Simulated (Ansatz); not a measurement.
# What Li2BeSi2 (built on the sites of a database entry of SrSi2Ag2) distorts into, part 2 of 2

Aim: this structure of Li2BeSi2 (built on the sites of a database entry of SrSi2Ag2) is to be tested for unstable modes, and one is followed downhill.

Ansatz 0.2.0; DFT PBEsol, scalar-relativistic, plane waves, PAW.

So far, highest frequency on the path or at a solved wavevector (cm⁻¹): step 2 (phonons on a q mesh) 599. Also lowest frequency on the path (cm⁻¹): step 2 -144.

The structure was built from a prototype and need not be the compound's stable phase.

### Step 4. The mode frozen in, largest atomic shift 0.45 Å

The atoms are moved along the unstable eigenvector, the largest shift by 0.45 Å, with the cell fixed.

Input file input.yaml:

```yaml
crystal:
  lattice:
    - [3.4384669955, 3.4384669955, 0.0]
    - [-3.4384669955, 3.4384669955, 0.0]
    - [-1.7192334977, 1.7192334977, 5.8929231129]
  atoms:
    - { symbol: Be, position: [0.5, 0.5, 0.0] }
    - { symbol: Be, position: [0.0, 0.0, 0.0] }
    - { symbol: Si, position: [-0.0925406735, 0.5930731158, 0.8138537683] }
    - { symbol: Si, position: [0.5925406735, 0.0930731158, 0.8138537683] }
    - { symbol: Si, position: [0.0925406735, 0.4069268842, 0.1861462317] }
    - { symbol: Si, position: [0.4074593265, 0.9069268842, 0.1861462317] }
    - { symbol: Li, position: [0.25, -0.0227858122, 0.5455716244] }
    - { symbol: Li, position: [0.75, 0.5227858122, 0.4544283756] }
    - { symbol: Li, position: [0.25, 0.4772141878, 0.5455716244] }
    - { symbol: Li, position: [0.75, 1.0227858122, 0.4544283756] }
kpoints:
  mp_grid: { grid: [8, 8, 8] }
hamiltonian:
  xc: pbesol
scf:
  occupations: { method: methfessel_paxton, width: 0.2 }
output:
  forces: true
  stress: true
  eigenvalues: true
```

Run with:

```console
ansatz run input.yaml --threads 8 --pin off --max-ram 14336MiB --backend cpu --events-out ev --progress --plain --runs-dir out
```

Numbers of over 12 decimals in the logs are rounded to 6 here.

The program printed:

```text
[...]
Crystal: 10 atoms, lattice volume = 139.345 Å³
Basis set: ecut = 420 eV, 2739 PW (Γ), exchange–correlation on 72×72×90 points (8 copies of the dense FFT grid, shifted against one another)
Bands: 26, of which v1, the nominal top of the filled ones, is band 16 counted from 1 (15 counted from 0)
Symmetry: 8 space group operations
[...]
k-points: 105 of 512
[...]
k-point 0: bands = [... 12 lower, 4.0395, 4.6005, 4.6181, 5.1635, 6.2344, 6.4904, 7.5590, 8.2265, ... 6 higher]
  k-point 1: bands = [... 12 lower, 4.0582, 4.1769, 4.7752, 5.1577, 6.1743, 6.8184, 7.4283, 8.1991, ... 6 higher]
  k-point 2: bands = [... 12 lower, 3.6987, 4.1049, 4.7426, 5.1682, 6.0511, 7.0339, 7.3897, 8.1016, ... 6 higher]
  k-point 104: bands = [... 12 lower, 3.6268, 3.6268, 7.1940, 7.1940, 8.1315, 8.1315, 8.3120, 8.3120, ... 6 higher]
[key lines of the parts left out:]
SCF converged after 6 iterations
Free energy (F): -3476.867367 eV
Fermi energy:    6.271054 eV
P = ⅓ Tr σ = 0.0935 GPa (0.935 kbar)
```

Wall time 2.4 s (8 threads of Arm Neoverse V2, shared host); peak memory 0.74 GiB.

Numbers from this step:

```yaml
pressure: 0.09348 GPa
energy_from_the_undistorted_cell: -50.01 meV/atom
```

The energy, extrapolated to zero smearing, is -50.01 meV/atom against the undistorted cell.

The run ends at a pressure of 0.09 GPa, with forces up to 0.80 eV/Å.

### Step 5. Energy along the mode, all amplitudes (two of the runs are shown above)

An imaginary frequency means negative curvature, so the energy should fall and then rise again as anharmonic terms take over.

This step gave:

* depth at the lowest point sampled: 50.01 meV/atom
* largest atomic shift at that point: 0.45 Å

The energy from the parent by largest atomic shift:

| largest atomic shift (Å) | energy from the parent (meV/atom) |
| --- | --- |
| 0.000 | 0 |
| 0.040 | -0.8 |
| 0.080 | -3.12 |
| 0.140 | -8.94 |
| 0.220 | -19.8 |
| 0.320 | -35 |
| 0.450 | -50.0 |
| 0.600 | -49.9 |

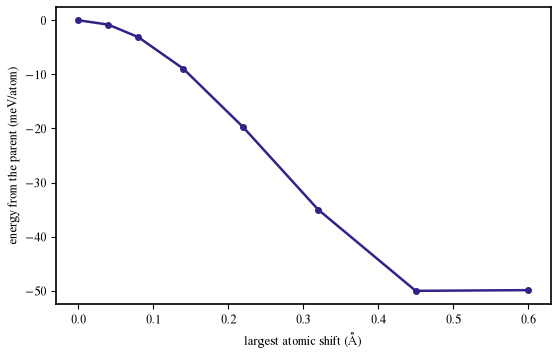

Energy from the parent against largest atomic shift.

Displacement at unit largest shift by atom:

| atom | x (Å) | y (Å) | z (Å) | size |
| --- | --- | --- | --- | --- |
| Be1 | 0.000 | 0.000 | 0.000 | 0.000 |
| Be2 | 0.000 | 0.000 | 0.000 | 0.000 |
| Si3 | -0.707 | -0.707 | 0.000 | 1.000 |
| Si4 | 0.707 | 0.707 | 0.000 | 1.000 |
| Si5 | 0.707 | 0.707 | 0.000 | 1.000 |
| Si6 | -0.707 | -0.707 | 0.000 | 1.000 |
| Li7 | 0.000 | 0.000 | 0.597 | 0.597 |
| Li8 | 0.000 | 0.000 | -0.597 | 0.597 |
| Li9 | 0.000 | 0.000 | 0.597 | 0.597 |
| Li10 | 0.000 | 0.000 | -0.597 | 0.597 |

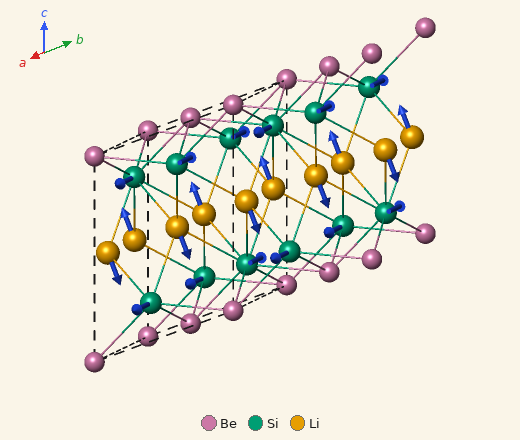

Displacement at unit largest shift as arrows, the longest 1.000 Å. 1×2×1 cells are drawn. Some periodic images of atoms are drawn too.

The lowest of the steps tried is at 0.45 Å, 50.0 meV/atom below the parent; the bottom of the well need not coincide with a step.

### Step 6. Relaxation from the frozen mode

Starting from the lowest point found, all atoms and the cell are let go, so that strain and other modes of the same symmetry can join in.

Edit input.yaml of step 4 so:

```diff
@@ -26 +26,6 @@
   eigenvalues: true
+relax:
+  adjacent_minimum: "off"
+  f_tol: 0.002
+  max_steps: 120
+  cell: { stress_tol: 0.03 }
```

The program printed:

```text
[...]
Crystal: 10 atoms, lattice volume = 139.345 Å³
Basis set: ecut = 420 eV, 2739 PW (Γ), exchange–correlation on 72×72×90 points (8 copies of the dense FFT grid, shifted against one another)
Bands: 26, of which v1, the nominal top of the filled ones, is band 16 counted from 1 (15 counted from 0)
Symmetry: 8 space group operations
[...]
k-points: 105 of 512
[...]
SCF iter   1: F=—  HF=-3476.873741 eV  |F-HF|=—  |Δ(HF+E_count)|=         —  Δρ=3.39e-3  dr2=1.89e-2  ethr=1.77e-3  ⟨swp⟩=7.5  Hψ=15533  notcnv=0
[...]
SCF iter   6: F=-3476.867367 eV  HF=-3476.867367 eV  |F-HF|=1.71e-10  |Δ(HF+E_count)|=   4.97e-7  S|Δr|=    0.00e0  Δρ=3.34e-6  dr2=1.52e-8  ethr=3.13e-10  ⟨swp⟩=7.8  Hψ=13276  notcnv=0
SCF 1 converged in 6 iterations: F = -3476.867367 eV  dr2 = 1.52e-8
[...]
relax step   1: F+E_penalty+E_count = -3476.86736736 eV  Δ(F+E_penalty+E_count) = +0.000e0 eV  max|allowed force component| = 8.018e-1 eV/Å  Δτ_max = 0.0000 Å  P = +0.093 GPa  Ω = 139.345 Å³  (6 SCF iters, dr2 threshold 1.00e-7 eV, accepted)
Crystal: 10 atoms, lattice volume = 141.374 Å³
Basis set: ecut = 420 eV, 2771 PW (Γ), exchange–correlation on 72×72×90 points (8 copies of the dense FFT grid, shifted against one another)
[...]
SCF iter   5: F=-3477.145566 eV  HF=-3477.145566 eV  |F-HF|=2.65e-7  |Δ(HF+E_count)|=   8.40e-6  S|Δr|=    0.00e0  Δρ=2.14e-5  dr2=8.31e-7  ethr=3.12e-9  ⟨swp⟩=6.2  Hψ=15361  notcnv=0
SCF 2 converged in 5 iterations: F = -3477.145566 eV  dr2 = 8.31e-7
relax step   2: F+E_penalty+E_count = -3477.14556596 eV  Δ(F+E_penalty+E_count) = -2.782e-1 eV  max|allowed force component| = 3.084e-1 eV/Å  Δτ_max = 0.1155 Å  P = +0.263 GPa  Ω = 141.374 Å³  energy of the carried Pulay correction = -2.411e-4 eV  (5 SCF iters, dr2 threshold 1.00e-6 eV, accepted)
Crystal: 10 atoms, lattice volume = 144.492 Å³
Basis set: ecut = 420 eV, 2831 PW (Γ), exchange–correlation on 72×72×90 points (8 copies of the dense FFT grid, shifted against one another)
[...]
SCF iter   6: F=-3477.266473 eV  HF=-3477.266473 eV  |F-HF|=1.56e-8  |Δ(HF+E_count)|=   1.13e-7  S|Δr|=    0.00e0  Δρ=5.74e-6  dr2=6.93e-8  ethr=3.12e-9  ⟨swp⟩=3.9  Hψ=6871  notcnv=0
SCF 3 converged in 6 iterations: F = -3477.266473 eV  dr2 = 6.93e-8
relax step   3: F+E_penalty+E_count = -3477.26647255 eV  Δ(F+E_penalty+E_count) = -1.209e-1 eV  max|allowed force component| = 1.517e-1 eV/Å  Δτ_max = 0.0865 Å  P = -0.337 GPa  Ω = 144.492 Å³  energy of the carried Pulay correction = -6.047e-4 eV  (6 SCF iters, dr2 threshold 1.00e-6 eV, accepted)
[... from here on, the SCF cycles and remarks between the steps are left out ...]
relax step   4: F+E_penalty+E_count = -3477.39836399 eV  Δ(F+E_penalty+E_count) = -1.319e-1 eV  max|allowed force component| = 7.950e-2 eV/Å  Δτ_max = 0.1512 Å  P = -0.604 GPa  Ω = 144.484 Å³  energy of the carried Pulay correction = -6.039e-4 eV  (6 SCF iters, dr2 threshold 1.00e-6 eV, accepted)
relax step   5: F+E_penalty+E_count = -3477.57005780 eV  Δ(F+E_penalty+E_count) = -1.717e-1 eV  max|allowed force component| = 3.173e-1 eV/Å  Δτ_max = 0.1402 Å  P = +0.080 GPa  Ω = 141.899 Å³  energy of the carried Pulay correction = -3.029e-4 eV  (6 SCF iters, dr2 threshold 1.00e-6 eV, accepted)
relax step   6: F+E_penalty+E_count = -3477.76606537 eV  Δ(F+E_penalty+E_count) = -1.960e-1 eV  max|allowed force component| = 3.369e-1 eV/Å  Δτ_max = 0.0941 Å  P = +1.072 GPa  Ω = 138.417 Å³  energy of the carried Pulay correction = +1.114e-4 eV  (5 SCF iters, dr2 threshold 1.00e-6 eV, accepted)
relax step   7: F+E_penalty+E_count = -3477.86694693 eV  Δ(F+E_penalty+E_count) = -1.009e-1 eV  max|allowed force component| = 2.271e-1 eV/Å  Δτ_max = 0.0530 Å  P = +2.241 GPa  Ω = 134.413 Å³  energy of the carried Pulay correction = +6.008e-4 eV  (6 SCF iters, dr2 threshold 1.00e-6 eV, accepted)
relax step   8: F+E_penalty+E_count = -3477.51084425 eV  Δ(F+E_penalty+E_count) = +3.561e-1 eV  max|allowed force component| = 7.015e-1 eV/Å  Δτ_max = 0.1247 Å  P = +2.941 GPa  Ω = 134.014 Å³  energy of the carried Pulay correction = +6.503e-4 eV  (6 SCF iters, dr2 threshold 1.00e-6 eV, rejected (line search))
relax step   9: F+E_penalty+E_count = -3477.93657607 eV  Δ(F+E_penalty+E_count) = -6.963e-2 eV  max|allowed force component| = 1.389e-1 eV/Å  Δτ_max = 0.0668 Å  P = -0.235 GPa  Ω = 141.694 Å³  energy of the carried Pulay correction = -2.787e-4 eV  (9 SCF iters, accepted)
relax step  10: F+E_penalty+E_count = -3477.96107564 eV  Δ(F+E_penalty+E_count) = -2.450e-2 eV  max|allowed force component| = 4.281e-2 eV/Å  Δτ_max = 0.0344 Å  P = +0.331 GPa  Ω = 140.992 Å³  energy of the carried Pulay correction = -1.960e-4 eV  (5 SCF iters, dr2 threshold 1.00e-6 eV, accepted)
relax step  11: F+E_penalty+E_count = -3477.96250657 eV  Δ(F+E_penalty+E_count) = -1.431e-3 eV  max|allowed force component| = 1.166e-2 eV/Å  Δτ_max = 0.0043 Å  P = -0.133 GPa  Ω = 141.603 Å³  energy of the carried Pulay correction = -2.681e-4 eV  (4 SCF iters, dr2 threshold 1.00e-6 eV, accepted)
relax step  12: F+E_penalty+E_count = -3477.96283326 eV  Δ(F+E_penalty+E_count) = -3.267e-4 eV  max|allowed force component| = 2.776e-4 eV/Å  Δτ_max = 0.0011 Å  P = -0.006 GPa  Ω = 141.404 Å³  energy of the carried Pulay correction = -2.446e-4 eV  (3 SCF iters, dr2 threshold 3.13e-7 eV, accepted)
relax step  13: F+E_penalty+E_count = -3477.98686145 eV  Δ(F+E_penalty+E_count) = -2.403e-2 eV  max|allowed force component| = 2.111e-3 eV/Å  Δτ_max = 0.0000 Å  P = +0.143 GPa  Ω = 141.404 Å³  stress off target by 3.53e-1 GPa  SCF on the basis re-selected at this cell (its energy is not comparable with the rows above)  (6 SCF iters)
relax step  14: F+E_penalty+E_count = -3477.98725681 eV  Δ(F+E_penalty+E_count) = -3.954e-4 eV  max|allowed force component| = 2.775e-3 eV/Å  Δτ_max = 0.0032 Å  P = -0.004 GPa  Ω = 141.707 Å³  energy of the carried Pulay correction = -3.692e-5 eV  (4 SCF iters, dr2 threshold 3.11e-7 eV, accepted)
relax step  15: F+E_penalty+E_count = -3477.98726245 eV  Δ(F+E_penalty+E_count) = -5.633e-6 eV  max|allowed force component| = 1.683e-4 eV/Å  Δτ_max = 0.0005 Å  P = +0.000 GPa  Ω = 141.702 Å³  energy of the carried Pulay correction = -3.654e-5 eV  (5 SCF iters, dr2 threshold 4.81e-10 eV, accepted)
[...]
SCF iter   4: F=-3477.987301 eV  HF=-3477.987301 eV  |F-HF|=7.28e-12  |Δ(HF+E_count)|=  4.25e-10  S|Δr|=    0.00e0  Δρ=9.68e-8  dr2=1.31e-11  ethr=1.00e-12  ⟨swp⟩=4.8  Hψ=12633  notcnv=0
SCF 16 converged in 4 iterations: F = -3477.987301 eV  dr2 = 1.31e-11
relax step  16: F+E_penalty+E_count = -3477.98730056 eV  Δ(F+E_penalty+E_count) = -3.811e-5 eV  max|allowed force component| = 1.690e-4 eV/Å  Δτ_max = 0.0000 Å  P = +0.001 GPa  Ω = 141.702 Å³  stress off target by 2.73e-3 GPa  SCF on the basis re-selected at this cell (its energy is not comparable with the rows above)  (4 SCF iters)
[...]
SCF converged after 4 iterations
[...]
Free energy (F): -3477.987301 eV
[...]
Internal energy: -3477.989377 eV  (E = F + TS)
E sigma→0 (E₀):  -3477.987820 eV
Entropy (-TS):   0.002076 eV (0.208 meV/atom)
Fermi energy:    5.856455 eV
[...]
--- Forces (eV/Å), atoms counted from 1 ---
  atom   1  Be    -0.00000000    -0.00000000     0.00000000
  atom   2  Be     0.00000000     0.00000000    -0.00000000
  atom   3  Si     0.00015484     0.00015484     0.00012043
  atom   4  Si    -0.00015484    -0.00015484     0.00012043
  atom   5  Si    -0.00015484    -0.00015484    -0.00012043
  atom   6  Si     0.00015484     0.00015484    -0.00012043
  atom   7  Li    -0.00000000     0.00000000    -0.00016905
  atom   8  Li     0.00000000    -0.00000000     0.00016905
  atom   9  Li    -0.00000000     0.00000000    -0.00016905
  atom  10  Li     0.00000000    -0.00000000     0.00016905
  max |Σ_I F_I| component: 3.47e-18 eV/Å
--- Stress (GPa, compression-positive) ---
        0.001011      -0.001722      -0.000000
       -0.001722       0.001011       0.000000
       -0.000000       0.000000      -0.000184
  P = ⅓ Tr σ = 0.0006 GPa (0.006 kbar)
--- Band table (eV; the first three rows and the last of 105) ---
  k-point 0: bands = [... 12 lower, 3.2501, 3.4695, 4.2432, 5.0414, 5.4341, 5.7105, 7.2152, 7.8775, ... 6 higher]
  k-point 1: bands = [... 12 lower, 3.3165, 3.5511, 4.2756, 4.7465, 4.9457, 6.3023, 7.2788, 7.9091, ... 6 higher]
  k-point 2: bands = [... 12 lower, 3.4138, 3.4813, 4.3026, 4.5304, 4.7475, 7.0518, 7.7708, 8.3997, ... 6 higher]
  k-point 104: bands = [... 12 lower, 4.3834, 4.3834, 6.0431, 6.0431, 6.3508, 6.3508, 7.3689, 7.3689, ... 6 higher]
--- Relaxed structure (14 steps of the walk, 13 accepted, 2 SCFs on fresh bases) ---
  F+E_penalty+E_count = -3477.98730056 eV   max|allowed force component| = 1.690e-4 eV/Å   (the final SCF, on the basis selected at the relaxed cell)
  cell:  # Å, volume = 141.7022 Å³
    - [4.193437, 4.193437, -3.7920547407359104e-18]
    - [-3.651757, 3.651757, 3.098430457789448e-11]
    - [-1.825878, 1.825878, 4.626736]
  atoms:
    - { symbol: Be, position: [0.500000, 0.5, 9.272781682242472e-19] }
    - { symbol: Be, position: [-5.553495435016101e-19, -5.125129970650665e-19, 9.27278168175396e-19] }
    - { symbol: Si, position: [-0.157291, 0.578780, 0.842440] }
    - { symbol: Si, position: [0.657291, 0.078780, 0.842440] }
    - { symbol: Si, position: [0.157291, 0.421220, 0.157560] }
    - { symbol: Si, position: [0.342709, 0.921220, 0.157560] }
    - { symbol: Li, position: [0.25, -0.069881, 0.639761] }
    - { symbol: Li, position: [0.750000, 0.569881, 0.360239] }
    - { symbol: Li, position: [0.250000, 0.430119, 0.639761] }
    - { symbol: Li, position: [0.750000, 1.069881, 0.360239] }
```

Wall time 43 s (8 threads); peak memory 0.79 GiB.

Relaxation path:

| step | energy less that of the first step (eV) | largest force component (eV/Å) | pressure (GPa) | volume (Å³) |
| --- | --- | --- | --- | --- |
| 1 | 0.0000 | 0.8018 | 0.09 | 139.34 |
| 2 | -0.2782 | 0.3084 | 0.26 | 141.37 |
| 3 | -0.3991 | 0.1517 | -0.34 | 144.49 |
| 4 | -0.5310 | 0.0795 | -0.60 | 144.48 |
| 5 | -0.7027 | 0.3173 | 0.08 | 141.90 |
| 6 | -0.8987 | 0.3369 | 1.07 | 138.42 |
| 7 | -0.9996 | 0.2271 | 2.24 | 134.41 |
| 8 | -0.6435 | 0.7015 | 2.94 | 134.01 |
| 9 | -1.0692 | 0.1389 | -0.23 | 141.69 |
| 10 | -1.0937 | 0.0428 | 0.33 | 140.99 |
| 11 | -1.0951 | 0.0117 | -0.13 | 141.60 |
| 12 | -1.0955 | 0.0003 | -0.01 | 141.40 |
| 13* | -1.1195 | 0.0021 | 0.14 | 141.40 |
| 14 | -1.1199 | 0.0028 | 0.00 | 141.71 |
| 15 | -1.1199 | 0.0002 | 0.00 | 141.70 |
| 16* | -1.1199 | 0.0002 | 0.00 | 141.70 |

Relaxation steps marked * repeat the geometry before them on a plane-wave basis chosen anew for their cell, so energy and pressure can jump there. Relaxation step 8 was tried and not accepted.

The run keeps the 8 symmetry operations that it works with, so distortions that break them were not tested.

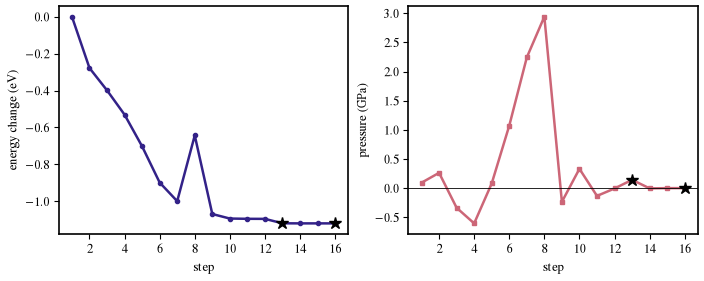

Energy and pressure along the relaxation. Stars mark steps on a basis chosen anew.

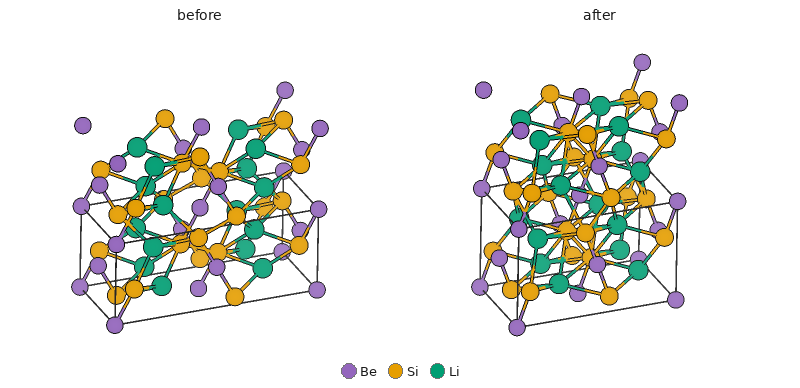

Before and after, at one scale. Bonds to atoms that aren't drawn are left out.

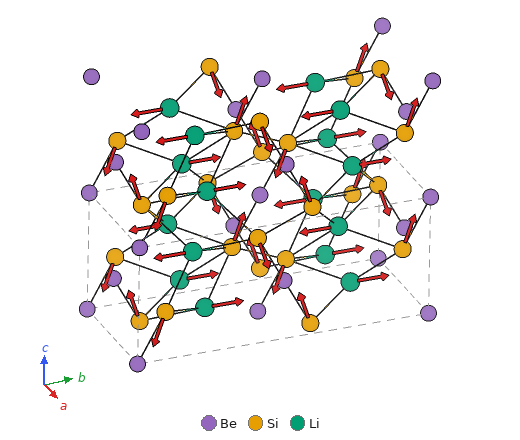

Displacements in the relaxation, exaggerated, measured against the changing cell; the longest in the cell stands for 0.44 Å. Bonds to atoms that aren't drawn are left out. 1×1×2 conventional cells are drawn. Some periodic images of atoms are drawn too.

| cell as run | before | after | change |
| --- | --- | --- | --- |
| a (Å) | 4.863 | 5.930 | +22.0 % |
| b (Å) | 4.863 | 5.164 | +6.2 % |
| c (Å) | 6.375 | 5.299 | -16.9 % |
| α (°) | 67.58 | 60.83 | -10.0 % |
| volume (Å³/atom) | 13.93 | 14.17 | +1.7 % |

The atoms that moved most (Å, as changes of fractional coordinates times the final cell):

| atom | dx | dy | dz | length |
| --- | --- | --- | --- | --- |
| Li8 | 0.000 | 0.000 | -0.436 | 0.436 |
| Li10 | 0.000 | 0.000 | -0.436 | 0.436 |
| Li7 | 0.000 | 0.000 | 0.436 | 0.436 |
| Li9 | 0.000 | 0.000 | 0.436 | 0.436 |
| Si5 | 0.272 | 0.272 | -0.132 | 0.406 |
| Si3 | -0.272 | -0.272 | 0.132 | 0.406 |
| Si6 | -0.272 | -0.272 | -0.132 | 0.406 |
| Si4 | 0.272 | 0.272 | 0.132 | 0.406 |

The relaxed structure:

```xyz
10
Lattice="4.1934 4.1934 0.0000 -3.6518 3.6518 0.0000 -1.8259 1.8259 4.6267" Properties=species:S:1:pos:R:3 pbc="T T T"
Be    0.2708    3.9226    0.0000
Be    0.0000    0.0000    0.0000
Si   -4.3113    2.9922    3.8977
Si    0.9304    4.5822    3.8977
Si   -1.1663    2.4855    0.7290
Si   -2.2146    5.0889    0.7290
Li    0.1354    1.9613    2.9600
Li    0.4063    5.8839    1.6667
Li   -1.6905    3.7872    2.9600
Li   -1.4196    7.7098    1.6667
```

This step gave:

- pressure: 6.13e-4 GPa
- volume per atom: 14.17 Å³

The distorted start has space group Cmce; the relaxation ends in Cmce.

### Step 7. Outcome

- unstable mode of the parent: q = (0, 0, -0.5), 144i cm⁻¹
- depth at the lowest point sampled: 50.0 meV/atom
- largest atomic shift at that point: 0.45 Å
- space group reached (within 0.01 Å): Cmce
- energy gained over the parent (first relaxation, on the mesh of the frozen mode): 162 meV/atom
- volume per atom, phase reached: 14.2 Å³

What this shows: Along this mode the structure falls into Cmce, 162 meV/atom below the parent. At the parent's cell the well is 50.01 meV/atom deep on the steps tried, with its lowest point at a shift of 0.45 Å. Relaxing atoms and cell changes the gain by +111.97 meV/atom against the lowest step (energies at zero smearing). Most of the total comes from this relaxation. The modes of the phase reached were not computed on this path. Of the 2 patterns followed to their end from this parent, this one ends 77.6 meV/atom above the lowest, Cmmm. Each path keeps the symmetry of its pattern, so a lower phase may lie along a pattern not tried. The q mesh stands for a supercell only 6.9 Å across, so branches between the solved wavevectors are rough. With no gap, or one that is small against the smearing, the frequencies hang on the k mesh and the smearing, most of all near Kohn anomalies. A phonon run warned that its eigensolver left some bands unconverged in a pass. The starting cell was built on a prototype and not taken from a measurement, so the phase need not exist.

[Logs are printed without paths, hosts, clocks, repeated set-up lines and the standing remarks that a program may print on its own settings, such as how far it seeks lower states.]

[Hosts, paths, dates, database ids (printed as entryN), source tags and the programs' standing remarks are cut or masked in the printed files.]
